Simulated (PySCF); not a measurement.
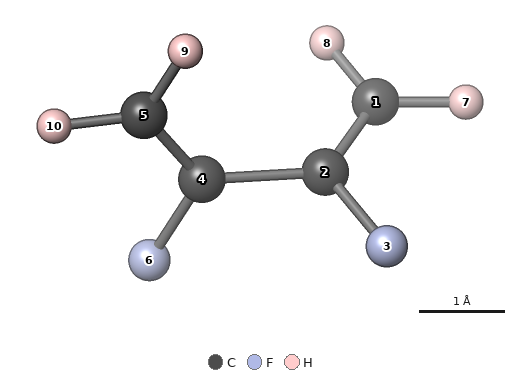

Fig. 1: The starting structure (ball-and-stick view, seen at a tilt; atoms are numbered from 1 in the order of the input). Bond lengths as drawn: C–C 1.32 to 1.48 Å, C–F 1.35 Å and C–H 1.07 to 1.08 Å.

**Saddle-point search, with input and output: C4H4F2**

- system: C4H4F2
- method: PBE0-D3(BJ)/def2-SVP saddle search from the GFN2-xTB point and Hessian, gas phase (PySCF 2.14.0)

**Input file**
```
{"job": {"xc": "PBE0", "basis": "def2-SVP", "kind": "refine"}, "charge": 0, "multiplicity": 1}
C      1.669689    -0.354138    -0.162001
C      0.689501     0.366130     0.347982
F      0.933621     1.599057     0.848058
C     -0.732895    -0.042247     0.437942
C     -1.632015     0.072834    -0.520168
F     -1.070791    -0.575341     1.634369
H      2.678110     0.018271    -0.188515
H      1.479712    -1.334113    -0.556414
H     -1.367674     0.498610    -1.469309
H     -2.647259    -0.249062    -0.371944
```

The first line tells a small driver script what to run in PySCF; the rest is the geometry in Å.

Run on 1 CPU thread, shared host.

Run as:
```bash
OMP_NUM_THREADS=1 python <driver script> task.json out
```

**Log**
```
step      E/eV     max force
  0     -9627.78786   0.9721
  1     -9627.81233   0.1192
  2     -9627.80379   0.2856
  3     -9627.80942   0.0549
  4     -9627.80593   0.0885
  5     -9627.80549   0.0713
  6     -9627.80560   0.0304
  7     -9627.80560   0.0088
```

**Trajectory as extended XYZ (Å, eV, eV/Å), 8 frames, from step=0 to step=7**
```
10
Properties=species:S:1:pos:R:3:forces:R:3 step=0 energy=-9627.78786
C     1.6697   -0.3541   -0.1620    0.0140  -0.0320  -0.0370
C     0.6895    0.3661    0.3480   -0.3390   0.8330   0.3690
F     0.9336    1.5991    0.8481   -0.1830  -0.5820  -0.1110
C    -0.7329   -0.0422    0.4379    0.2720  -0.3190   0.8770
C    -1.6320    0.0728   -0.5202   -0.0070  -0.0020  -0.0490
F    -1.0708   -0.5753    1.6344    0.2070   0.3390  -0.4710
H     2.6781    0.0183   -0.1885    0.5610   0.2860   0.0220
H     1.4797   -1.3341   -0.5564   -0.1940  -0.5670  -0.2250
H    -1.3677    0.4986   -1.4693    0.2380   0.2520  -0.5380
H    -2.6473   -0.2491   -0.3719   -0.5700  -0.2090   0.1630
10
Properties=species:S:1:pos:R:3:forces:R:3 step=1 energy=-9627.81233
C     1.6966   -0.3697   -0.1364   -0.0320   0.0370  -0.0130
C     0.6867    0.3687    0.3141   -0.0090  -0.1090  -0.0130
F     0.8826    1.6091    0.7694    0.0500   0.0160   0.0190
C    -0.7271   -0.0692    0.4168    0.0070   0.0730  -0.0940
C    -1.6600    0.1012   -0.5153    0.0330  -0.0370   0.0210
F    -1.0154   -0.6358    1.5916   -0.0420  -0.0090   0.0210
H     2.7133    0.0316   -0.1524   -0.0390  -0.0230   0.0060
H     1.5163   -1.3884   -0.4864   -0.0040   0.0940  -0.0010
H    -1.4067    0.5842   -1.4613   -0.0010  -0.0640   0.0630
H    -2.6863   -0.2317   -0.3400    0.0370   0.0230  -0.0100
10
Properties=species:S:1:pos:R:3:forces:R:3 step=2 energy=-9627.80379
C     1.7083   -0.3779   -0.1136   -0.1260   0.0310   0.0610
C     0.6853    0.3679    0.2948    0.1470   0.1550  -0.0060
F     0.8710    1.6390    0.6867   -0.0240  -0.2460  -0.0570
C    -0.7236   -0.0780    0.4006   -0.1330  -0.1450   0.1260
C    -1.6748    0.1216   -0.5073    0.1030   0.0360   0.0660
F    -0.9909   -0.7158    1.5529    0.0300   0.1550  -0.2380
H     2.7209    0.0289   -0.1259    0.0120   0.0130  -0.0160
H     1.5425   -1.4106   -0.4258   -0.0100   0.0640   0.0090
H    -1.4427    0.6421   -1.4386    0.0060  -0.0400   0.0620
H    -2.6961   -0.2172   -0.3240   -0.0050  -0.0230  -0.0060
10
Properties=species:S:1:pos:R:3:forces:R:3 step=3 energy=-9627.80942
C     1.7008   -0.3722   -0.1262   -0.0050   0.0090  -0.0040
C     0.6862    0.3686    0.3053    0.0030  -0.0420  -0.0070
F     0.8804    1.6194    0.7321    0.0070   0.0370   0.0340
C    -0.7254   -0.0736    0.4095   -0.0040   0.0300  -0.0410
C    -1.6657    0.1096   -0.5107    0.0070  -0.0100   0.0040
F    -1.0073   -0.6694    1.5713   -0.0100  -0.0100   0.0530
H     2.7157    0.0307   -0.1401   -0.0080  -0.0030  -0.0040
H     1.5259   -1.3946   -0.4603   -0.0090   0.0070  -0.0200
H    -1.4211    0.6071   -1.4489    0.0110  -0.0160  -0.0090
H    -2.6895   -0.2256   -0.3321    0.0080   0.0000  -0.0050
10
Properties=species:S:1:pos:R:3:forces:R:3 step=4 energy=-9627.80593
C     1.7037   -0.3772   -0.1114    0.0000   0.0090  -0.0040
C     0.6852    0.3720    0.2952   -0.0410   0.0180   0.0380
F     0.8671    1.6401    0.6826    0.0090  -0.0850  -0.0230
C    -0.7235   -0.0819    0.4045    0.0350   0.0140   0.0390
C    -1.6701    0.1233   -0.5042    0.0020  -0.0100   0.0050
F    -0.9889   -0.7184    1.5515   -0.0050   0.0430  -0.0760
H     2.7169    0.0281   -0.1370    0.0110  -0.0020  -0.0010
H     1.5306   -1.4094   -0.4186    0.0030   0.0360   0.0000
H    -1.4304    0.6470   -1.4306   -0.0030  -0.0240   0.0260
H    -2.6906   -0.2235   -0.3320   -0.0100   0.0000  -0.0030
10
Properties=species:S:1:pos:R:3:forces:R:3 step=5 energy=-9627.80549
C     1.7123   -0.3805   -0.1018   -0.0350   0.0190   0.0090
C     0.6851    0.3678    0.2862    0.0580  -0.0230  -0.0130
F     0.8633    1.6402    0.6543   -0.0060   0.0190   0.0050
C    -0.7224   -0.0859    0.3955   -0.0580   0.0110  -0.0400
C    -1.6792    0.1320   -0.5005    0.0370  -0.0070   0.0230
F    -0.9832   -0.7378    1.5324    0.0020  -0.0150   0.0250
H     2.7237    0.0306   -0.1227   -0.0100   0.0000  -0.0020
H     1.5494   -1.4161   -0.3994   -0.0050  -0.0050  -0.0030
H    -1.4501    0.6648   -1.4231    0.0060   0.0010  -0.0050
H    -2.6988   -0.2151   -0.3209    0.0090   0.0000   0.0000
10
Properties=species:S:1:pos:R:3:forces:R:3 step=6 energy=-9627.80560
C     1.7089   -0.3799   -0.1023    0.0150  -0.0140   0.0000
C     0.6850    0.3697    0.2887   -0.0220   0.0180   0.0050
F     0.8625    1.6442    0.6519   -0.0010  -0.0180  -0.0020
C    -0.7228   -0.0855    0.3987    0.0210  -0.0110   0.0190
C    -1.6757    0.1314   -0.5001   -0.0140   0.0090  -0.0110
F    -0.9827   -0.7426    1.5338    0.0010   0.0130  -0.0150
H     2.7204    0.0299   -0.1287    0.0000  -0.0010  -0.0020
H     1.5428   -1.4165   -0.3963    0.0010   0.0110   0.0010
H    -1.4434    0.6673   -1.4206    0.0000  -0.0070   0.0070
H    -2.6951   -0.2181   -0.3253    0.0000  -0.0010  -0.0030
10
Properties=species:S:1:pos:R:3:forces:R:3 step=7 energy=-9627.80560
C     1.7104   -0.3808   -0.0999   -0.0030   0.0070   0.0010
C     0.6848    0.3694    0.2866   -0.0010  -0.0050   0.0030
F     0.8607    1.6448    0.6464    0.0000  -0.0050  -0.0020
C    -0.7224   -0.0871    0.3972    0.0000   0.0070  -0.0030
C    -1.6773    0.1336   -0.4991    0.0040  -0.0050   0.0060
F    -0.9807   -0.7467    1.5307   -0.0010   0.0010  -0.0040
H     2.7215    0.0300   -0.1270    0.0010  -0.0010   0.0010
H     1.5454   -1.4177   -0.3921    0.0000   0.0000   0.0010
H    -1.4460    0.6711   -1.4186    0.0010   0.0000   0.0000
H    -2.6964   -0.2167   -0.3240   -0.0010   0.0000  -0.0010
```

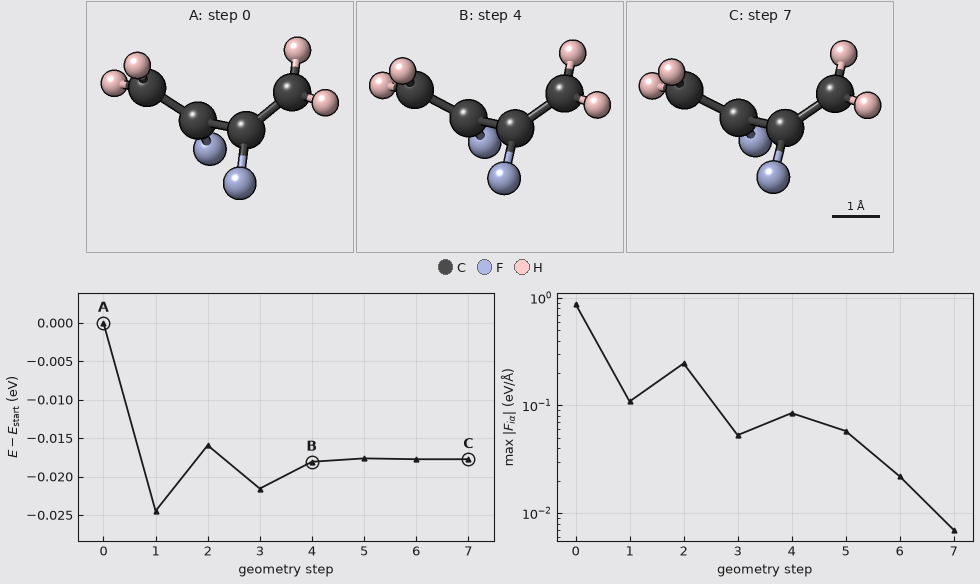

Fig. 2: Frames of the saddle-point search (ball-and-stick view, seen at a tilt) above the curves, on which the letters mark them (steps are counted from 0).

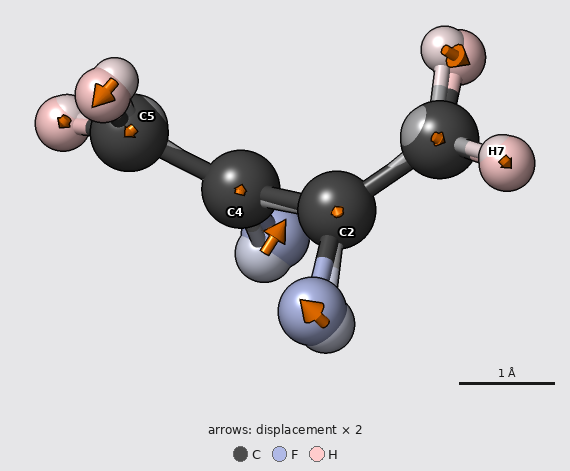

Fig. 3: Start (faint) and end (solid) with the displacements as orange arrows, magnified 2 times (ball-and-stick view, seen at a tilt). The two geometries are laid on each other by the best rigid fit. The largest moves after the best rigid fit, 0.22 Å, are those of F3 and F6. Largest moves by element: F 0.22 Å, H 0.20 Å, C 0.08 Å. Among the contacts that change: C1–H8 1.073 → 1.090 Å, C1–H7 1.075 → 1.092 Å, C2–F3 1.353 → 1.337 Å, C1–C2 1.319 → 1.328 Å. The energy falls by 0.018 eV in 7 geometry steps. Largest force component: 0.88 eV/Å at the start, 0.007 eV/Å at the end. (Atoms are counted from 1 in the order of the input.)

**Key numbers**

```csv
quantity,value
outcome,converged
total energy,−353.815333 hartree
wall time,28 s
peak memory,0.53 GiB
```
